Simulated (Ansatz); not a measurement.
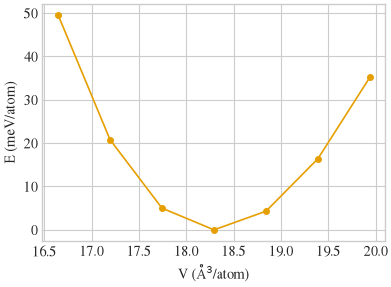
Ga$_{4}$P$_{3}$N in space group P-43m (No. 215; Ga on 4e, N on 1a, P on 3c) under volume change, PBE (plane waves, PAW; program Ansatz), shape and atoms relaxed at each volume.

### Question
What does a third-order Birch–Murnaghan fit give for V₀, B₀ and B′?

### Answer
V₀ = 18.30 Å³/atom, B₀ = 89.6 GPa, B′ = 4.5.

The start of the workflow was typed in or built on a structure type; neither database checked (COD, Materials Project) lists it. Whether it is the stable phase at ambient conditions was not checked. Symmetry was held in the PBE relaxation; whether a distortion lowers the energy is not shown.

Potentials: the earlier of the program's two PAW sets.
